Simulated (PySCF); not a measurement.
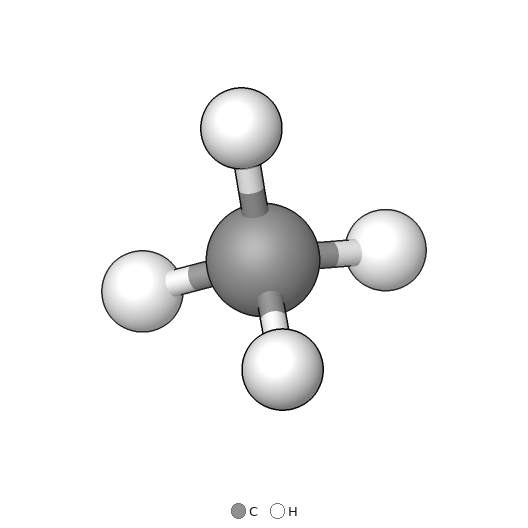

Ball-and-stick drawing of a structure.

Computed geometry: PBE0-D3(BJ)/def2-SVP optimisation. No frequency run is at hand to confirm it as a minimum.

What is the molecular formula?

Answer. CH4, 5 atoms: 1 carbon and 4 hydrogen.

Which point group does it belong to?

Answer. Td.

The parts below concern this one geometry. Atoms keep their numbers from picture to picture.

### Spin–spin coupling

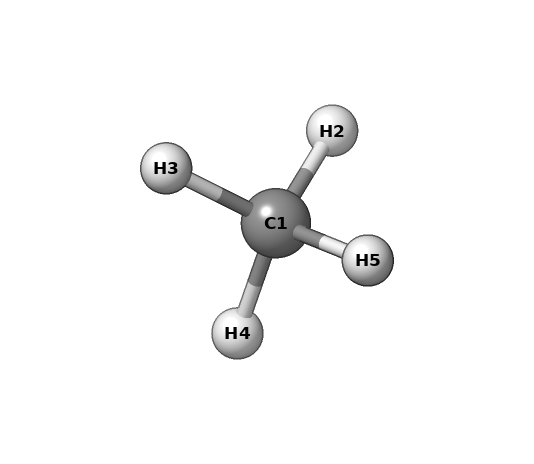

No frequency run is at hand to confirm it as a minimum. Properties computed with B3LYP/pcJ-1 indirect spin-spin coupling, non-relativistic, gas phase (PySCF 2.14.0). Isotopes: 13C, 1H.

Give the spin–spin coupling constants of these pairs, with the number of bonds between them: C1/H2, C1/H3, C1/H4, C1/H5, H2/H4, H2/H5, H2/H3, H3/H5, H3/H4, H4/H5.

```json
{"pair": "C1, H2", "bonds apart": "1", "J (Hz)": "134.4"}
{"pair": "C1, H3", "bonds apart": "1", "J (Hz)": "134.4"}
{"pair": "C1, H4", "bonds apart": "1", "J (Hz)": "134.4"}
{"pair": "C1, H5", "bonds apart": "1", "J (Hz)": "134.4"}
{"pair": "H2, H4", "bonds apart": "2", "J (Hz)": "−13.2"}
{"pair": "H2, H5", "bonds apart": "2", "J (Hz)": "−13.2"}
{"pair": "H2, H3", "bonds apart": "2", "J (Hz)": "−13.2"}
{"pair": "H3, H5", "bonds apart": "2", "J (Hz)": "−13.2"}
{"pair": "H3, H4", "bonds apart": "2", "J (Hz)": "−13.2"}
{"pair": "H4, H5", "bonds apart": "2", "J (Hz)": "−13.2"}
```

### Levels of theory compared

No frequency run is at hand to confirm it as a minimum. Program: PySCF 2.14.0.

Compare HOMO energy (eV), HOMO–LUMO gap (eV) at these levels: B97-2/pcSseg-1; B97-2/pcSseg-2; BHandHLYP/pcSseg-1; BHandHLYP/pcSseg-2; KT2/pcSseg-1; KT3/pcSseg-1; PBE0/6-31G*; PBE0/def2-TZVP; PBE0/pcSseg-2; WP04/pcSseg-2; ωB97X-D/pcSseg-2.

```tsv
level	HOMO energy (eV)	HOMO–LUMO gap (eV)
B97-2/pcSseg-1	−10.68	12.60
B97-2/pcSseg-2	−10.68	11.53
BHandHLYP/pcSseg-1	−12.43	14.93
BHandHLYP/pcSseg-2	−12.43	13.67
KT2/pcSseg-1	−9.46	10.57
KT3/pcSseg-1	−9.55	10.42
PBE0/6-31G*	−10.84	14.43
PBE0/def2-TZVP	−10.94	12.61
PBE0/pcSseg-2	−10.95	11.79
WP04/pcSseg-2	−12.06	11.67
ωB97X-D/pcSseg-2	−12.92	15.41
```

### Charges

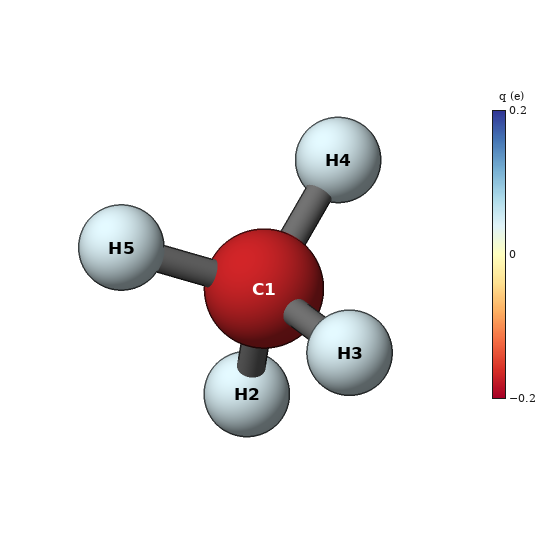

Atoms are coloured by their Hirshfeld charges. No frequency run is at hand to confirm it as a minimum. Method: PBE0/pcSseg-1, gas phase (PySCF 2.14.0).

List the Hirshfeld charges.

| atom | value (e) |
| --- | --- |
| C1 | −0.17 |
| H2 | 0.04 |
| H3 | 0.04 |
| H4 | 0.04 |
| H5 | 0.04 |
